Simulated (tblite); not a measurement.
# C5H7Cl2Ga: the cost of one run

Computed with tblite 0.8.0 and PySCF 2.14.0, with density-fitted response routines of our own, on a single molecule in the gas phase. Atoms are numbered from 0 throughout.

## 1. The starting structure

15 atoms, charge 0, multiplicity 1; geometry from: force field or distance geometry start.

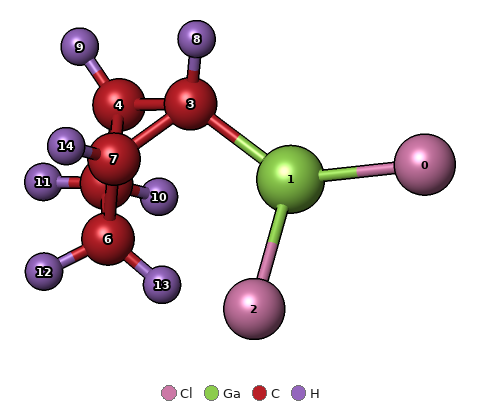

As it starts; chlorine pink, gallium green, carbon red, hydrogen purple, atoms numbered; sticks join atoms by distance.

## 2. Relaxing the molecule with GFN2-xTB

What the job is given:

```
{"job": {"kind": "relax", "xc": "GFN2-xTB", "basis": "xTB"}, "charge": 0, "multiplicity": 1}
Cl     3.461600     2.852900     0.187000
Ga     1.695200     1.387000    -0.014200
Cl     3.030400    -0.446000    -0.827500
C      0.189600     0.806400     1.123900
C     -1.182700     0.251300     0.815600
C     -1.506400    -0.198200    -0.584300
C     -0.230800    -1.020500    -0.594100
C      0.024800    -0.639900     0.844800
H      0.236400     1.205100     2.162200
H     -1.954200     0.245000     1.603900
H     -1.538000     0.602700    -1.343700
H     -2.436300    -0.803800    -0.614300
H     -0.476600    -2.114300    -0.681000
H      0.532600    -0.710800    -1.327300
H      0.149900    -1.408900     1.617700
```

On the command line:

```
$ OMP_NUM_THREADS=1 python probes_run.py task.json out
```

This one command runs all jobs of the session in turn.

Q: Estimate the wall time and peak memory of this first job on 1 thread of Intel Xeon at 2.50GHz, shared host.

About 3 s, with a peak of 0.18 GiB.
